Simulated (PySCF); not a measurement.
**SiS (SMILES [Si-]#[S+]): CCSDT/STO-6G**

Aim: the vertical singlet–triplet gap of SiS at CCSDT/STO-6G, from 2 runs. The job is set up through a Python script.

The calculation is run with PySCF 2.14.0.

29 further runs of the same task are left out: 15 that didn't finish, 14 set aside as unsound or not needed.

## Step 1: The structure to begin with

SiS has 2 atoms, charge 0, and is taken as a singlet. SMILES: `[Si-]#[S+]`. Geometry: the measured bond length.

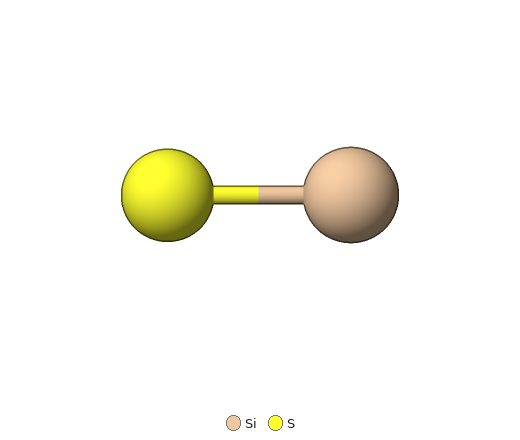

Viewed from a chosen angle; silicon light orange, sulfur yellow.

## Step 2: The energy at CCSDT/STO-6G

Input file job.py:

```python
# silylene, thioxo-
from pyscf import gto, scf, cc

mol = gto.M(
    atom='''
Si   0.000000   0.000000   0.000000
S    0.000000   0.000000   1.929321
''',
    max_memory=1860,
    verbose=3,
    spin=0,
    basis='sto-6g',
)

mf = scf.RHF(mol)
mf.conv_tol = 1e-10
mf.kernel()
if not mf.converged:
    mf = mf.newton().run(mf.mo_coeff, mf.mo_occ)

mycc = cc.CCSDT(mf, frozen=10)
mycc.kernel()
e_final = mycc.e_tot
print('E = %.10f Eh' % e_final)
```

Started as:

```sh
OMP_NUM_THREADS=1 python job.py
```

What it wrote:

```text
converged SCF energy = -684.0127015829
_make_eris_incore_RCCSDT

WARN: A large `blksize` is being used, which may cause large memory consumption
      for storing contraction intermediates. If memory is sufficient, consider using
      `pyscf.cc.rccsdt_highm.RCCSDT` instead.

WARN: A large `blksize_oovv` is being used, which may cause large memory consumption
      for storing contraction intermediates. If memory is sufficient, consider using
      `pyscf.cc.rccsdt_highm.RCCSDT` instead.

WARN: A large `blksize_oooo` is being used, which may cause large memory consumption
      for storing contraction intermediates. If memory is sufficient, consider using
      `pyscf.cc.rccsdt_highm.RCCSDT` instead.

RCCSDT converged
E(RCCSDT) = -684.1208462228465   E_corr = -0.1081446399466199
E_corr(same-spin) = -0.0222227002473955
E_corr(oppo-spin) = -0.0859219396992245
E = -684.1208462228 Eh
```

It took 0.83 s on 1 thread of Intel Xeon Platinum 8488C (Sapphire Rapids), shared host; peak memory 0.1 GiB.

## Step 3: The triplet, same level

Input file calc.py:

```python
from pyscf import gto, scf, cc

mol = gto.Mole()
mol.atom = 'Si 0.000000 0.000000 0.000000; S 0.000000 0.000000 1.929321'
mol.verbose = 4
mol.spin = 2
mol.max_memory = 1860
mol.basis = 'sto-6g'
mol.build()

hf = scf.UHF(mol)
hf.conv_tol = 1e-10
hf.kernel()
if not hf.converged:
    hf = hf.newton().run(hf.mo_coeff, hf.mo_occ)

mycc = cc.CCSDT(hf, frozen=10)
mycc.kernel()
e_final = mycc.e_tot
print('Final energy', e_final)
```

Started as:

```sh
OMP_NUM_THREADS=1 python calc.py
```

What it wrote:

```text
PySCF version 2.14.0

[INPUT] num. atoms = 2
[INPUT] num. electrons = 30
[INPUT] charge = 0
[INPUT] spin (= nelec alpha-beta = 2S) = 2
[INPUT] symmetry False subgroup None
[INPUT] Mole.unit = angstrom
[INPUT] Symbol           X                Y                Z      unit          X                Y                Z       unit  Magmom
[INPUT]  1 Si     0.000000000000   0.000000000000   0.000000000000 AA    0.000000000000   0.000000000000   0.000000000000 Bohr   0.0
[INPUT]  2 S      0.000000000000   0.000000000000   1.929321000000 AA    0.000000000000   0.000000000000   3.645888296372 Bohr   0.0

nuclear repulsion = 61.4390737705545
number of shells = 10
number of NR pGTOs = 108
number of NR cGTOs = 18
basis = sto-6g
ecp = {}

******** <class 'pyscf.scf.uhf.UHF'> ********
method = UHF
initial guess = minao
damping factor = 0
level_shift factor = 0
DIIS = <class 'pyscf.scf.diis.CDIIS'>
diis_start_cycle = 1
diis_space = 8
diis_damp = 0
SCF conv_tol = 1e-10
SCF conv_tol_grad = None
SCF max_cycles = 50
direct_scf = True
direct_scf_tol = 1e-13
number electrons alpha = 16  beta = 14
Set gradient conv threshold to 1e-05
init E= -683.675632629512

[... the frontier-level lines of each cycle are left out ...]



cycle= 1 E= -683.844480637933  delta_E= -0.169  |g|= 0.215  |ddm|= 1.79
cycle= 2 E= -683.877574589609  delta_E= -0.0331  |g|= 0.145  |ddm|= 0.75
cycle= 3 E= -683.898335458579  delta_E= -0.0208  |g|= 0.0202  |ddm|= 0.281
cycle= 4 E= -683.899272188158  delta_E= -0.000937  |g|= 0.00729  |ddm|= 0.0868
cycle= 5 E= -683.899531102183  delta_E= -0.000259  |g|= 0.00508  |ddm|= 0.0404
cycle= 6 E= -683.899745112743  delta_E= -0.000214  |g|= 0.00404  |ddm|= 0.0418
cycle= 7 E= -683.899992525873  delta_E= -0.000247  |g|= 0.00345  |ddm|= 0.0607
cycle= 8 E= -683.900193427022  delta_E= -0.000201  |g|= 0.00309  |ddm|= 0.0559
cycle= 9 E= -683.900626740035  delta_E= -0.000433  |g|= 0.00372  |ddm|= 0.133
cycle= 10 E= -683.899950339122  delta_E= 0.000676  |g|= 0.00595  |ddm|= 0.19
[... cycles 11 to 40 left out ...]
cycle= 41 E= -683.90024730901  delta_E= -2.35e-05  |g|= 0.00669  |ddm|= 0.00744
cycle= 42 E= -683.900344363243  delta_E= -9.71e-05  |g|= 0.0066  |ddm|= 0.029
cycle= 43 E= -683.900812144127  delta_E= -0.000468  |g|= 0.00761  |ddm|= 0.141
cycle= 44 E= -683.900936548142  delta_E= -0.000124  |g|= 0.00797  |ddm|= 0.0343
cycle= 45 E= -683.900929976037  delta_E= 6.57e-06  |g|= 0.008  |ddm|= 0.00154
cycle= 46 E= -683.901195683045  delta_E= -0.000266  |g|= 0.00906  |ddm|= 0.0692
cycle= 47 E= -683.901094217588  delta_E= 0.000101  |g|= 0.00853  |ddm|= 0.0262
cycle= 48 E= -683.900534564418  delta_E= 0.00056  |g|= 0.00681  |ddm|= 0.158
cycle= 49 E= -683.903059714403  delta_E= -0.00253  |g|= 0.0181  |ddm|= 0.602
cycle= 50 E= -683.902334488944  delta_E= 0.000725  |g|= 0.0144  |ddm|= 0.171
SCF not converged.
SCF energy = -683.902334488944 after 50 cycles  <S^2> = 2.304374  2S+1 = 3.1964818

******** <class 'pyscf.soscf.newton_ah.SecondOrderUHF'> ********
method = SecondOrderUHF
initial guess = minao
damping factor = 0
level_shift factor = 0
DIIS = <class 'pyscf.scf.diis.CDIIS'>
diis_start_cycle = 1
diis_space = 8
diis_damp = 0
SCF conv_tol = 1e-10
SCF conv_tol_grad = None
SCF max_cycles = 50
direct_scf = True
direct_scf_tol = 1e-13
number electrons alpha = 16  beta = 14
******** <class 'pyscf.scf.uhf.UHF'> Newton solver flags ********
SCF tol = 1e-10
conv_tol_grad = None
max. SCF cycles = 50
direct_scf = True
direct_scf_tol = 1e-13
max_cycle_inner = 12
max_stepsize = 0.05
ah_start_tol = 1e+09
ah_level_shift = 0
ah_conv_tol = 1e-12
ah_lindep = 1e-14
ah_start_cycle = 1
ah_max_cycle = 40
ah_grad_trust_region = 2.5
kf_interval = 4
kf_trust_region = 5
canonicalization = True
Set conv_tol_grad to 1e-05
Initial guess E= -683.902334488944  |g|= 0.0143734
macro= 0  E= -683.903635146054  delta_E= -0.00130066  |g|= 0.00707327  4 KF 25 JK
macro= 1  E= -683.904045409178  delta_E= -0.000410263  |g|= 0.0062826  2 KF 6 JK
macro= 2  E= -683.904279285703  delta_E= -0.000233877  |g|= 0.00465787  2 KF 5 JK
macro= 3  E= -683.904284307176  delta_E= -5.02147e-06  |g|= 5.36421e-06  3 KF 11 JK
macro= 4  E= -683.904284307176  delta_E= 0  |g|= 5.32136e-07  1 KF 2 JK
Canonicalize SCF orbitals
macro X = 5  E=-683.904284307176  |g|= 5.32136e-07  total 13 KF 55 JK
converged SCF energy = -683.904284307176  <S^2> = 2.5058274  2S+1 = 3.320137

******** <class 'pyscf.cc.uccsdt.UCCSDT'> ********
UCCSDT nocc = (np.int64(6), np.int64(4)), nmo = (8, 8)
Allocating only the i<=j<=k part of the T3 amplitude in memory
frozen orbitals 10
max_cycle = 50
conv_tol = 1e-07
conv_tol_normt = 1e-06
diis with the T3 amplitude
diis_space = 6
diis_start_cycle = 0
diis_start_energy_diff = 1e+09
einsum_backend: numpy
_make_eris_incore_UCCSDT
blksize_o_aaa     6    blksize_v_aaa     4
blksize_o_aab     6    blksize_v_aab     4

WARN: A large `blksize_v_aaa` is being used, which may cause large memory consumption
      for storing contraction intermediates. If memory is sufficient, consider using
      `pyscf.cc.uccsdt_highm.UCCSDT` instead.

WARN: A large `blksize_v_aab` is being used, which may cause large memory consumption
      for storing contraction intermediates. If memory is sufficient, consider using
      `pyscf.cc.uccsdt_highm.UCCSDT` instead.

Approximate memory usage estimate
    T3 memory                5.38 KB
    R3 memory                5.38 KB
    ERIs memory              96.0 KB
    T1-ERIs memory           96.0 KB
    Intermediates memory     96.0 KB
    Block workspace           108 KB
Total estimated memory        412 KB
Init t2, MP2 energy = -0.0348372044718197
Init E_corr(UCCSDT) = -0.034837204471933
cycle =  1  E_corr(UCCSDT) = -0.043123385849  dE = -8.286181377082e-03  norm(d tamps) = 8.94671614e-02
cycle =  2  E_corr(UCCSDT) = -0.049267674957  dE = -6.144289108199e-03  norm(d tamps) = 6.83601458e-02
cycle =  3  E_corr(UCCSDT) = -0.060754193081  dE = -1.148651812424e-02  norm(d tamps) = 5.64670671e-02
cycle =  4  E_corr(UCCSDT) = -0.069038556261  dE = -8.284363179752e-03  norm(d tamps) = 3.26197114e-02
cycle =  5  E_corr(UCCSDT) = -0.067527848376  dE =  1.510707884891e-03  norm(d tamps) = 1.75745461e-02
cycle =  6  E_corr(UCCSDT) = -0.069955990059  dE = -2.428141682881e-03  norm(d tamps) = 1.23622471e-02
cycle =  7  E_corr(UCCSDT) = -0.070066385124  dE = -1.103950651322e-04  norm(d tamps) = 7.77454908e-03
cycle =  8  E_corr(UCCSDT) = -0.070354808370  dE = -2.884232454829e-04  norm(d tamps) = 4.95655435e-03
cycle =  9  E_corr(UCCSDT) = -0.070629474678  dE = -2.746663083208e-04  norm(d tamps) = 3.07046558e-03
cycle = 10  E_corr(UCCSDT) = -0.070636264842  dE = -6.790163846748e-06  norm(d tamps) = 1.33589684e-03
cycle = 11  E_corr(UCCSDT) = -0.070643151448  dE = -6.886605662726e-06  norm(d tamps) = 4.85837989e-04
cycle = 12  E_corr(UCCSDT) = -0.070643031410  dE =  1.200377486577e-07  norm(d tamps) = 2.18421137e-04
cycle = 13  E_corr(UCCSDT) = -0.070640962176  dE =  2.069234051619e-06  norm(d tamps) = 8.28055370e-05
cycle = 14  E_corr(UCCSDT) = -0.070639943958  dE =  1.018217932428e-06  norm(d tamps) = 3.89359738e-05
cycle = 15  E_corr(UCCSDT) = -0.070638946039  dE =  9.979190262605e-07  norm(d tamps) = 2.13440704e-05
cycle = 16  E_corr(UCCSDT) = -0.070638799775  dE =  1.462640609878e-07  norm(d tamps) = 1.19790087e-05
cycle = 17  E_corr(UCCSDT) = -0.070638923296  dE = -1.235207233025e-07  norm(d tamps) = 5.10664148e-06
cycle = 18  E_corr(UCCSDT) = -0.070639033392  dE = -1.100966956630e-07  norm(d tamps) = 2.50881441e-06
cycle = 19  E_corr(UCCSDT) = -0.070639078083  dE = -4.469115813532e-08  norm(d tamps) = 1.49040459e-06
cycle = 20  E_corr(UCCSDT) = -0.070639068367  dE =  9.716870266741e-09  norm(d tamps) = 9.77850877e-07
UCCSDT converged
E(UCCSDT) = -683.9749233755427   E_corr = -0.0706390683665286
E_corr(same-spin) = -0.00786271996261587
E_corr(oppo-spin) = -0.0627763484039127
Final energy -683.9749233755427
```

Run time: 1.2 s. Hardware: 1 thread of Intel Xeon Platinum 8488C (Sapphire Rapids), shared host; peak memory 0.12 GiB.

## Step 4: Outcome

At CCSDT/STO-6G, 10 core orbitals frozen:

| quantity | value |
| --- | --- |
| singlet: total energy | -684.12085 Eh |
| singlet: dipole moment (Hartree–Fock density) | 2.07 D |
| singlet: HOMO energy (Hartree–Fock orbitals) | -6.15 eV |
| singlet: LUMO energy (Hartree–Fock orbitals) | 6.57 eV |
| singlet: HOMO–LUMO gap (Hartree–Fock orbitals) | 12.72 eV |
| singlet: correlation energy (10 core orbitals frozen) | -108.1 mEh |
| singlet: T1 diagnostic | 0.033 |
| triplet: total energy | -683.97492 Eh |
| triplet: dipole moment (Hartree–Fock density) | 2.35 D |
| triplet: HOMO energy (Hartree–Fock orbitals) (highest over α and β) | -3.15 eV |
| triplet: LUMO energy (Hartree–Fock orbitals) (lowest over α and β) | 4.03 eV |
| triplet: correlation energy (10 core orbitals frozen) | -70.6 mEh |
| triplet: ⟨S²⟩ of the reference determinant | 2.506 |
| triplet: T1 diagnostic | 0.091 |
| vertical energy of the triplet above the singlet | 3.971 eV |

What this shows: At this shape the triplet lies 3.97 eV (383 kJ/mol) above the singlet. In a minimal basis such a difference can be off by several eV, whatever the method. The T1 diagnostic (singlet) of 0.033 is above the customary mark for such species, so a single reference may not serve. ⟨S²⟩ (triplet) is 2.51 where a pure triplet has 2.00: the reference is spin-contaminated. The T1 diagnostic (triplet) of 0.091 is above the customary mark for such species, so a single reference may not serve.
